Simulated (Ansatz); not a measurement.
CH3AlO2

| atom | x (Å) | y (Å) | z (Å) |
| --- | --- | --- | --- |
| O | 0.5512 | -0.8255 | -0.7181 |
| C | 0.8412 | -0.6955 | 0.5035 |
| O | 0.2244 | 0.1816 | 1.1694 |
| Al | -0.7201 | 0.5907 | -0.4531 |
| H | 1.6050 | -1.3247 | 0.9714 |
| H | -0.2365 | 1.9484 | -1.0937 |
| H | -2.2040 | 0.0570 | -0.4251 |

Geometry: PBE0-D4/def2-TZVP.

Theory: Ansatz 0.2.0, RKS PBE0-D4/def2-TZVPP.

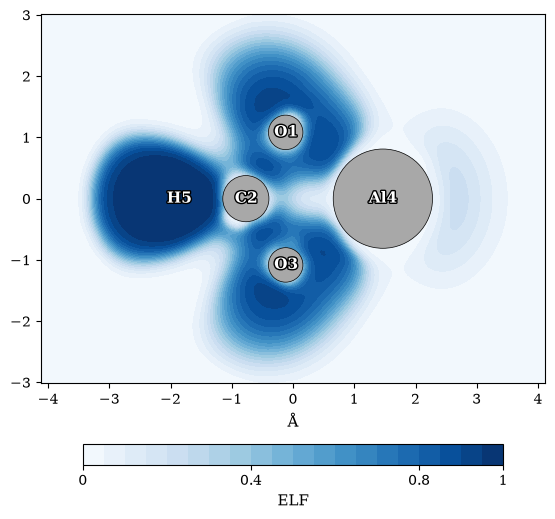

Figure 1. ELF on the plane of atoms O3, C2 and Al4. Grey discs cover the atomic cores.

**Read the bonding off the picture.**

The section cuts through O, C, Al and H sites. C–O (1.26 Å): the ELF peaks at about 0.85 between the atoms; a polar covalent bond. Al–O (1.92 Å): the ELF peaks at about 0.90 in the valence shell of O, 0.6 Å from its nucleus, and is about 0.55 at the midpoint. C–Al (2.24 Å): the ELF is about 0.15 at the midpoint. C–H (1.09 Å): the ELF climbs to about 1 towards the hydrogen, as it does in any bond to H (a covalent bond by its length). The ELF also peaks beside O3 and O1, away from the bonds: lone-pair regions.

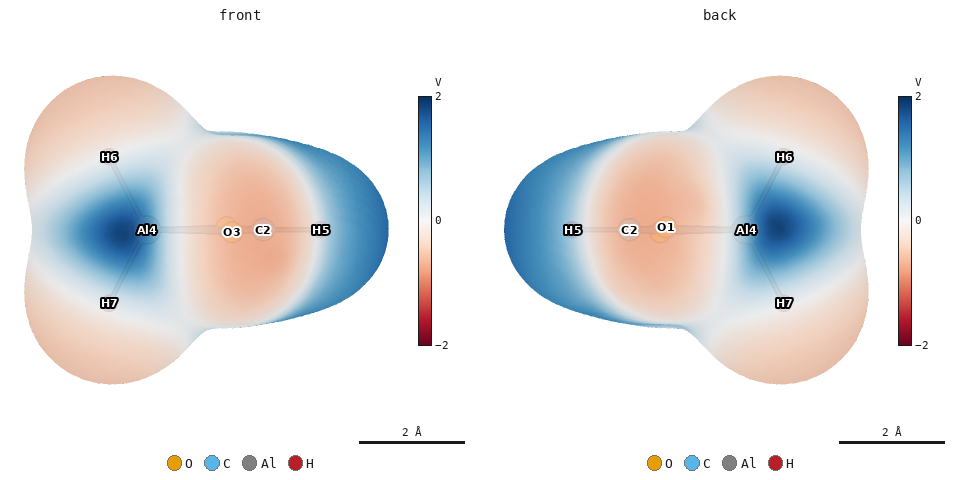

Figure 2. The molecular electrostatic potential painted on the density surface at 0.001 e/bohr³, seen from the front and from behind; red is negative and blue positive.

**Which sites attract a positive test charge, and which a negative one?**

A positive charge is drawn to the negative regions and a negative charge to the positive ones. The most negative region (about −0.7 V, or −16 kcal/mol for a unit charge) lies over O1 and O3, the most positive (about +1.8 V, or +42 kcal/mol for a unit charge) over Al4.

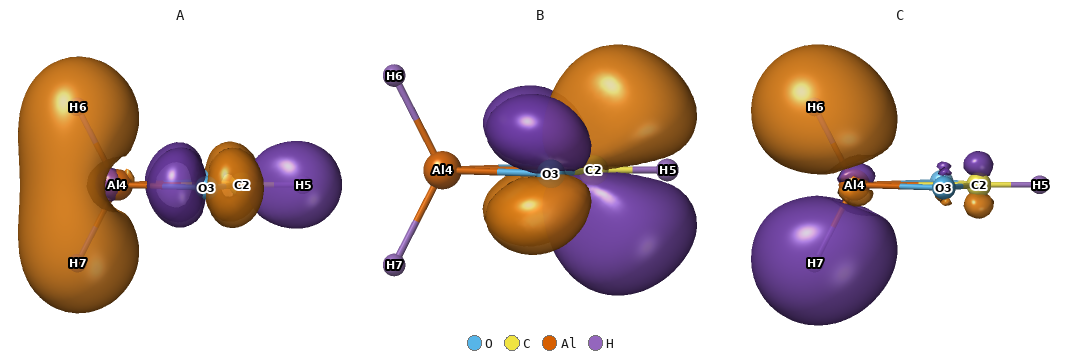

Figure 3. Three frontier orbitals at ±0.1 Å⁻³ᐟ² (orange and purple are the two phases), in no order.

**Which picture is the HOMO−1, the HOMO and the LUMO?**

A is the HOMO−1 (−9.59 eV). Its weight (Hirshfeld) is mainly on Al4 (about 30 %), H6 (about 15 %), H7 (about 15 %), O1 (about 15 %) and O3 (about 15 %). C is the HOMO (−8.42 eV). By Hirshfeld shares it lies mainly on Al4 (about 35 %), H6 (about 30 %) and H7 (about 30 %). B is the LUMO (−1.05 eV). By Hirshfeld shares it lies mainly on C2 (about 50 %), O1 (about 20 %), O3 (about 20 %) and H5 (about 10 %).

**What is the HOMO–LUMO gap?**

7.37 eV between the orbital energies.
